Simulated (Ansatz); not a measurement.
# SiBr2 (SMILES Br[Si]Br): MP2/def2-SVPD

What is the energy change on altering one bond length of SiBr2 at MP2/def2-SVPD? 

The results are computed with Ansatz 0.2.0.

26 further runs of the same task are left out: 1 that didn't finish, 25 set aside as unsound or not needed. Runs told in other sessions of the task aren't counted.

### Step 1. Starting point

SiBr2: 3 atoms, total charge 0, spin state singlet. SMILES: `Br[Si]Br`. Geometry: relaxed at PBE0-D4/def2-TZVP.

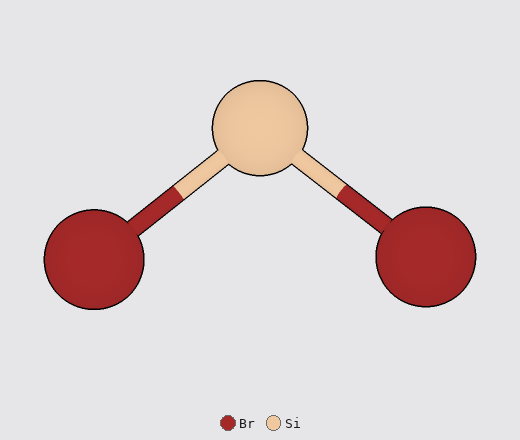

Viewed from a chosen angle; bromine red, silicon light orange.

### Step 2. A single-point energy at MP2/def2-SVPD

molecule.yaml reads:

```yaml
crystal:
  periodic: [false, false, false]
  atoms:
    - symbol: Br
      position_ang: [0.975100, 1.342100, 0.670900]
    - symbol: Si
      position_ang: [-0.770000, 0.385700, -0.376400]
    - symbol: Br
      position_ang: [-0.216000, -1.792600, -0.307800]
basis:
  gaussian: {orbitals: def2-SVPD}
total_charge: 0
correlation: {method: mp2, frozen_orbitals: {Br: 9, Si: 5}}
accuracy: high
```

Run with:

```sh
$ ansatz run molecule.yaml --threads 1 --pin off --max-ram 2610MiB --events-out events.jsonl --progress --plain --runs-dir runs
```

The log of the run:

```text
Warning: RAYON_NUM_THREADS=1 ignored (pool sized by the plan → 1); use --threads N
Functional definition: HF
  name "HF"
  exchange = exact_x
  correlation = 0
1832 factors; integrals over basis functions are off by at most 4.6e-9 eV
mean field evaluation 1: about -147841.1474 eV, gradient 1.6e1 eV
mean field evaluation 2: about -147841.3220 eV, gradient 1.7e1 eV
mean field evaluation 4: about -147842.4423 eV, gradient 1.5e0 eV
mean field evaluation 8: about -147842.4788 eV, gradient 1.9e-1 eV
mean field evaluation 16: about -147842.4793 eV, gradient 1.9e-8 eV
mean field -147842.47931851 eV, -5433.1109037234 hartree, gradient 9.6e-9 eV, S^2 0.000000; 0 other end points of the search recorded, 0 dependent functions left out; unrestricted orbitals would lower it
23 core orbitals not correlated: weight in the atoms' cores, before any rotation towards them, 1.000 or more for the frozen orbitals, at most 0.000 for the correlated occupied ones
reference -147842.47931851 eV, -5433.1109037234 hartree; 19, 19 occupied and 64, 64 virtual orbitals, 1832 factors
second order -15.05949261 eV of doubles, -0.00000000 eV of singles
Total energy: -147857.53881112 eV, -5433.6643298692 hartree
```

Run time: 5.1 s. Hardware: 1 thread of Arm Neoverse V2, shared host; peak memory 0.34 GiB.

### Step 3. The distorted shape

job.yaml reads:

```yaml
crystal:
  periodic: [false, false, false]
  atoms:
    - {symbol: Br, position_ang: [0.310305, 3.956040, 0.588581]}
    - {symbol: Si, position_ang: [-1.434795, 2.999640, -0.458719]}
    - {symbol: Br, position_ang: [-0.216000, -1.792600, -0.307800]}
basis:
  gaussian:
    orbitals: def2-SVPD
correlation:
  method: mp2
  frozen_orbitals: {Br: 9, Si: 5}
accuracy: high
```

Run with:

```sh
$ ansatz run job.yaml --threads 1 --pin off --max-ram 2610MiB --events-out events.jsonl --progress --plain --runs-dir runs
```

The log of the run:

```text
Warning: RAYON_NUM_THREADS=1 ignored (pool sized by the plan → 1); use --threads N
[... 4 set-up lines as earlier in the session ...]
1767 factors; integrals over basis functions are off by at most 4.6e-9 eV
mean field evaluation 1: about -147835.5603 eV, gradient 2.3e1 eV
mean field evaluation 2: about -147835.6370 eV, gradient 2.4e1 eV
mean field evaluation 4: about -147837.2549 eV, gradient 1.4e1 eV
mean field evaluation 8: about -147838.2017 eV, gradient 9.3e-1 eV
mean field evaluation 16: about -147838.2822 eV, gradient 1.3e-2 eV
mean field evaluation 32: about -147838.0717 eV, gradient 2.7e0 eV
mean field -147838.28218297 eV, -5432.9566618374 hartree, gradient 4.7e-8 eV, S^2 0.000000; 2 other end points of the search recorded, 0 dependent functions left out; unrestricted orbitals would lower it
unrestricted determinant -147839.95406575 eV, -5433.0181023963 hartree, S^2 1.0236
23 core orbitals not correlated: weight in the atoms' cores, before any rotation towards them, 1.000 or more for the frozen orbitals, at most 0.000 for the correlated occupied ones
reference -147838.28218297 eV, -5432.9566618374 hartree; 19, 19 occupied and 64, 64 virtual orbitals, 1767 factors
second order -15.02932412 eV of doubles, -0.00000000 eV of singles
Total energy: -147853.31150709 eV, -5433.5089793114 hartree
```

Wall time 14 s (1 thread of Arm Neoverse V2, shared host); peak memory 0.47 GiB.

### Step 4. Results

At MP2/def2-SVPD, 23 core orbitals frozen:

| quantity | value |
| --- | --- |
| first shape: total energy | -5433.66433 Eh |
| first shape: correlation energy (23 core orbitals frozen) | -553.4 mEh |
| distorted shape: total energy | -5433.50898 Eh |
| distorted shape: correlation energy (23 core orbitals frozen) | -552.3 mEh |
| energy change with the Si2–Br3 bond stretched from 2.249 to 4.947 Å | 4.227 eV |

One bond (distorted shape) is far stretched, which a spin-restricted single reference describes badly; perturbation theory on it can break down and give far too much correlation. With the Si2–Br3 bond stretched from 2.249 to 4.947 Å the energy rises by 4.23 eV (97 kcal/mol). The first shape isn't relaxed at this level, so the change isn't measured from a minimum. A restricted reference can't describe the breaking bond well at this length. The restricted solution (first shape) is unstable to spin breaking: an unrestricted one lies lower. The restricted solution (distorted shape) is unstable to spin breaking: an unrestricted one lies lower.
